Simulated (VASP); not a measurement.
Band structure of Se (trig). All values below come from modified Becke-Johnson potential (mBJ) with spin-orbit coupling, VASP's PBE PAW potentials (set 64) (plane waves; VASP).

mBJ is a potential without an energy functional, so only the levels count. Without a dispersion term in the relaxation, distances and binding between the weakly bound layers, chains or molecules are unreliable, and so is what depends on them.

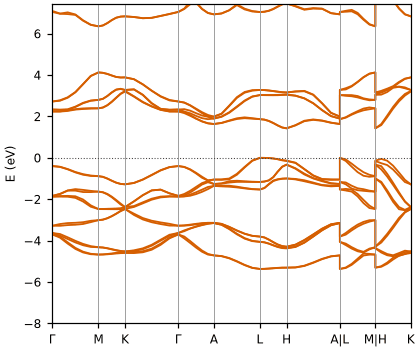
Figure: Bands along high-symmetry lines, zero at the valence-band maximum or, without a gap, the Fermi level

### Question
Read the plot: is there a gap, and where are the band edges?

### Answer
The gap is indirect, 1.42 eV, from the valence maximum at L to the conduction minimum at H.

The compound is Se in the trig structure. It was relaxed first, which changed the volume by +8 %. The cell's shape comes from a PBE relaxation.
